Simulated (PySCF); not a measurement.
SMILES F[C](F)C#CC(F)(F)F, doublet at its B3LYP/def2-SVP optimised geometry (Å):

```
9

F     -2.6444    -1.0236     0.0051
C     -1.9151     0.0692     0.0000
F     -2.6434     1.1627     0.0000
C     -0.5512     0.0692     0.0000
C      0.6790     0.0676    -0.0088
C      2.1456     0.0741     0.0168
F      2.6233    -1.1627    -0.1747
F      2.6444     0.8679    -0.9426
F      2.6205     0.5203     1.1908
```

Computed with unrestricted B3LYP/def2-TZVP run with PySCF. Cells within 0.4 Å of a nucleus heavier than hydrogen are left out (blank, or x).

Map of the deformation density (molecule minus spherical neutral atoms) (e/bohr³) on the plane z = 0.0 Å:

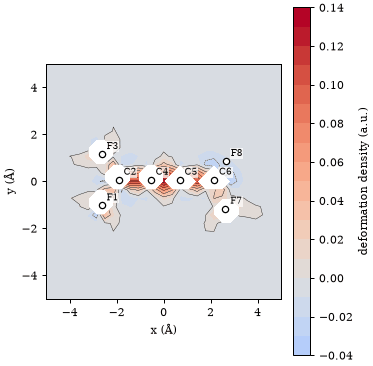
Figure. Deformation density (molecule minus spherical neutral atoms) (e/bohr³) on the plane z = 0.0 Å.
